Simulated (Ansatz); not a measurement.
Base system: C in the diamond structure (space group Fd-3m, No. 227; a = 3.554 Å). Axes: x, y, z lie along the cube axes.

It is then changed as follows: compressive biaxial strain of 1.25 % in the plane normal to [111], as in epitaxy on a mismatched substrate; the out-of-plane cell vector and the atoms relax.

Calculations: PBEsol (Ansatz, an electronic-structure program, PAW, spin-orbit coupling left out).

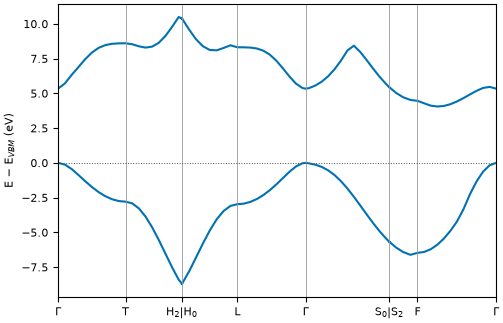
Highest valence and lowest conduction band along the path of the changed cell's own zone

Task: Read the changed gap and its character from the plot.

Result: About 4.1 eV, indirect, Γ → F–Γ (25 % along).

Stability against distortions was not tested. Labels are those of the standard path for the cell's own space group.
